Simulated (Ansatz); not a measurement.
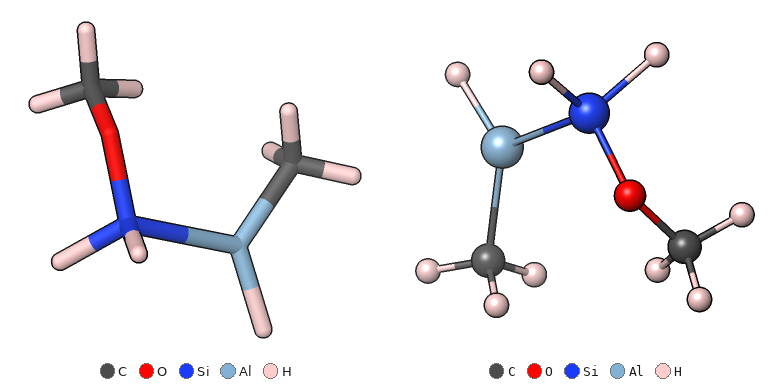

Two views of one molecule.

The computed structure is the end point of a PBE0-D4/def2-TZVP optimisation. No frequency run is at hand to confirm it as a minimum.

**Give the formula.**

C2H9AlOSi, 14 atoms: 2 carbon, 9 hydrogen, 1 aluminium, 1 oxygen and 1 silicon.

**How many bonds of each kind are drawn?**

6 C–H, 2 Si–H, 1 C–O, 1 O–Si, 1 Al–Si, 1 C–Al, 1 Al–H.

**Give the symmetry (Schoenflies symbol).**

C1.

**What is its SMILES?**

CO[SiH2][AlH][CH3]

The parts below concern this one geometry. Atoms keep their numbers from picture to picture.

### Shape

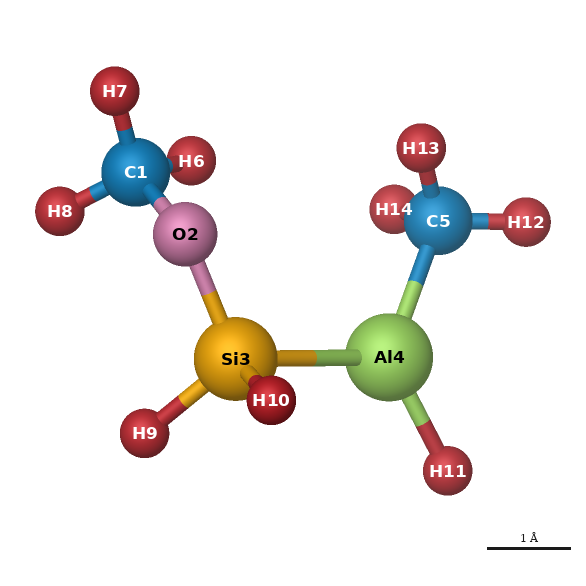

No frequency run is at hand to confirm it as a minimum.

**How are the neighbours of atom 5 arranged?**

C5 has 4 neighbours (Al4 at 1.96, H12 at 1.09, H13 at 1.09, H14 at 1.10 Å); the arrangement is tetrahedral.

**What is the geometry at O2?**

O2 has 2 neighbours (C1 at 1.40, Si3 at 1.66 Å); the arrangement is bent.

**Describe the coordination of atom 4.**

Al4 has 3 neighbours (Si3 at 2.48, C5 at 1.96, H11 at 1.60 Å); the arrangement is trigonal planar.

**What is the geometry at C1?**

C1 has 4 neighbours (O2 at 1.40, H6 at 1.10, H7 at 1.09, H8 at 1.10 Å); the arrangement is tetrahedral.

**What is the dihedral angle O2–Si3–Al4–C5?**

2° in size, that is syn (eclipsed).

### Dipole moment

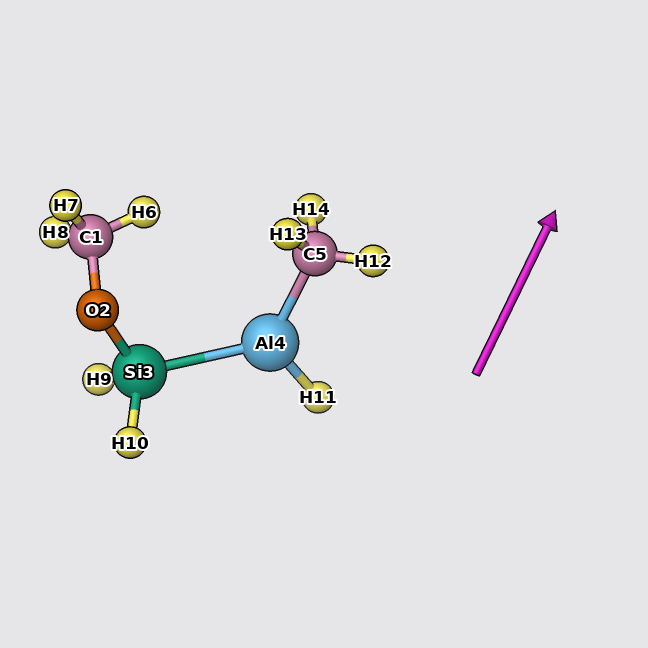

The arrow beside the molecule shows the direction of the dipole moment, from the negative to the positive end (its length means nothing). No frequency run is at hand to confirm it as a minimum. Level of theory: RKS ωB97M-V/def2-TZVPP (Ansatz 0.2.0).

**Estimate the dipole moment.**

1.66 D; it points from the side of H10 to the side of H14 (the outermost atoms at the two ends).

### Electronic properties

No frequency run is at hand to confirm it as a minimum. Level of theory: RKS PBE0-D4/def2-TZVPP (Ansatz 0.2.0).

What does the calculation give?

- HOMO energy (Kohn–Sham orbital): −6.86 eV
- LUMO energy (Kohn–Sham orbital): −1.69 eV
- HOMO–LUMO gap: 5.17 eV
- dispersion correction: −22.9 kJ/mol

### Charges

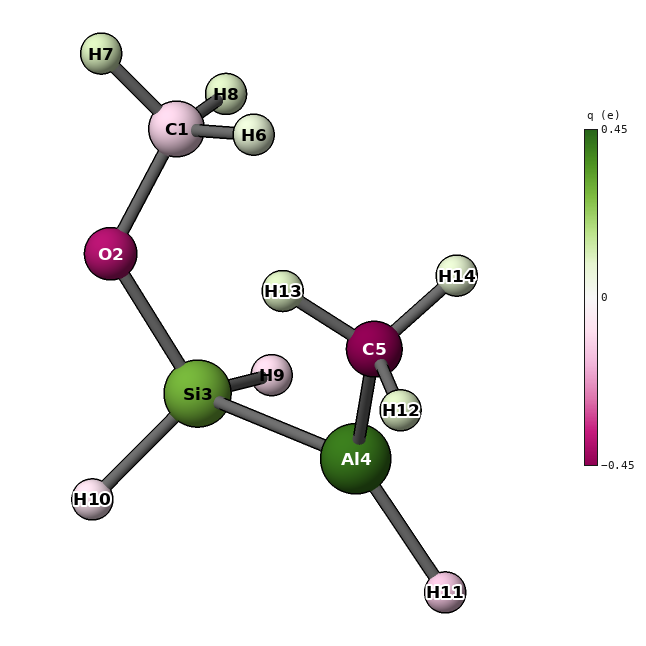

Atoms are coloured by their Mulliken charges. No frequency run is at hand to confirm it as a minimum. Properties computed with RKS B3LYP-D4/def2-TZVPP (Ansatz 0.2.0).

**Which atom carries the highest charge (most positive or least negative)?**

Al4 (0.40 e).

**And the lowest?**

C5 (−0.45 e).

Give the Mulliken charges atom by atom.

```tsv
atom	value (e)
C1	−0.11
O2	−0.38
Si3	0.29
Al4	0.40
C5	−0.45
H6	0.07
H7	0.11
H8	0.10
H9	−0.10
H10	−0.08
H11	−0.14
H12	0.10
H13	0.10
H14	0.09
```

Mulliken values depend strongly on the basis set and can even reverse the polarity of a bond.
